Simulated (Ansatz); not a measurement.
Single-point calculation of C₅H₃NO

The run: single-point calculation of C₅H₃NO. Method and program: RKS wB97M-V/def2-SVP (Ansatz 0.2.0).

The geometry comes from this level: PBE0-D4/def2-TZVP.

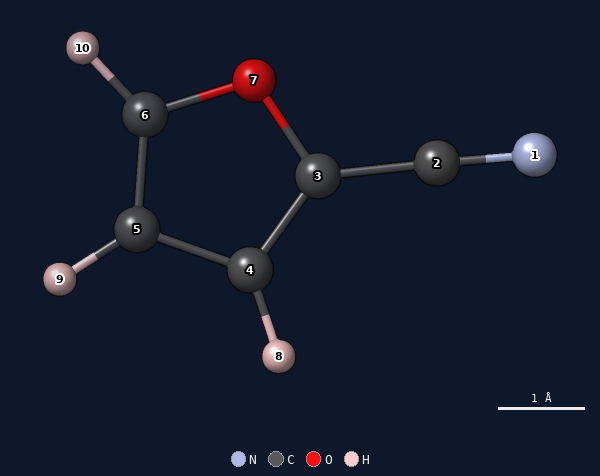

The input geometry (ball-and-stick view, seen on its broad side; atoms are numbered from 1 in the order of the input). Bond lengths as drawn: C–C 1.36 to 1.42 Å, C–H 1.08 Å, C–N 1.15 Å and C–O 1.34 to 1.36 Å.

Input file:
```yaml
crystal:
  periodic: [false, false, false]
  atoms:
    - {symbol: N, position_ang: [1.134802, -3.119073, 0.645241]}
    - {symbol: C, position_ang: [0.782152, -2.045001, 0.421845]}
    - {symbol: C, position_ang: [0.319564, -0.741589, 0.151657]}
    - {symbol: C, position_ang: [-0.937912, -0.225743, 0.073717]}
    - {symbol: C, position_ang: [-0.775502, 1.150137, -0.229270]}
    - {symbol: C, position_ang: [0.562562, 1.359871, -0.310537]}
    - {symbol: O, position_ang: [1.243261, 0.223938, -0.082685]}
    - {symbol: H, position_ang: [-1.855732, -0.772420, 0.217017]}
    - {symbol: H, position_ang: [-1.550426, 1.886168, -0.368137]}
    - {symbol: H, position_ang: [1.160532, 2.232412, -0.515846]}
basis:
  gaussian: {orbitals: def2-SVP}
hamiltonian: {xc: {name: wB97M-V}}
output: {orbitals: {seedname: orbitals}}
```

Run as:
```bash
ansatz run in.yaml --threads 4 --pin off --events-out ev --progress --plain --max-ram 10444MiB
```

What the program printed:
```
Functional definition: wB97M-V
  name "wB97M-V"
  cite "Mardirossian & Head-Gordon, J. Chem. Phys. 144, 214110 (2016) doi:10.1063/1.4952647"
  cite "Becke, J. Chem. Phys. 107, 8554 (1997) doi:10.1063/1.475007"
  cite "Vydrov & Van Voorhis, J. Chem. Phys. 133, 244103 (2010) doi:10.1063/1.3521275"
  # Of w^i u^j: cxij and so on, Table III.
  parameter omega = 0.3/bohr
  parameter cx = 0.15
  parameter cx01 = 1.007
  parameter cx10 = 0.259
  parameter css00 = 0.443
  parameter css04 = -1.437
  parameter css10 = -4.535
  parameter css20 = -3.390
  parameter css43 = 4.278
  parameter cos00 = 1.000
  parameter cos10 = 1.358
  parameter cos20 = 2.924
  parameter cos21 = -8.812
  parameter cos60 = -1.390
  parameter cos61 = 9.142
  parameter b = 6.0
  parameter c = 0.01
  gx(w, u) = 1 - cx + cx01*u + cx10*w
  gss(w, u) = css00 + css04*u^4 + css10*w + css20*w^2 + css43*w^4*u^3
  gos(w, u) = cos00 + cos10*w + (cos20 + cos21*u)*w^2 + (cos60 + cos61*u)*w^6
  exchange = spin_sum(e_x_unif_sr(omega)*gx(b97_w, b97_u_x)) + cx*exact_x_sr(omega) + exact_x_lr(omega)
  correlation = spin_sum(e_c_pw_mod_same_spin*gss(b97_w, b97_u_same))
      + integral(e_c_pw_mod_opposite_spin*gos(b97_w_opposite, b97_u_opposite)) + vv10(b, c)
1279 factors; their error is unknown
262 factors; integrals over basis functions are off by at most 8.5e-6 eV
mean field evaluation 1: about -8755.8028 eV, gradient 4.2e1 eV
mean field evaluation 2: about -8755.0308 eV, gradient 5.0e1 eV
mean field evaluation 4: about -8759.9202 eV, gradient 2.5e0 eV
mean field evaluation 8: about -8759.9393 eV, gradient 4.7e-2 eV
mean field evaluation 16: about -8759.9064 eV, gradient 2.7e-4 eV
mean field -8759.90635889 eV, -321.9206210113 hartree, gradient 4.3e-5 eV, S^2 0.000000; 0 other end points of the search recorded, 0 dependent functions left out
reference -8759.90639338 eV, -321.9206222788 hartree; 24, 24 occupied and 89, 89 virtual orbitals, 1279 factors
Total energy: -8759.90639338 eV, -321.9206222788 hartree
```

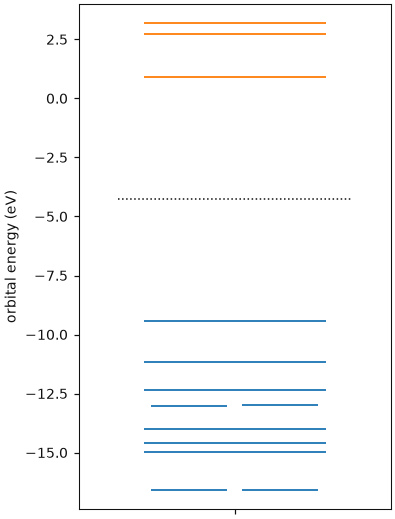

Orbital energies near the frontier; the dotted line parts filled from empty levels, and levels within 0.02 eV of each other stand side by side. Highest filled −9.42 eV, lowest empty 0.91 eV, 10.33 eV apart.

Key numbers:

- outcome: converged
- total energy: −8759.9064 eV
- SCF solution under orbital rotations: stable
- HOMO: −9.42 eV
- LUMO: 0.91 eV
- hardware: 4 threads of Arm Neoverse V1, 23 GiB of memory available, shared host
- wall time: 4 s (CPU time 15 s)
- peak memory: 0.34 GiB
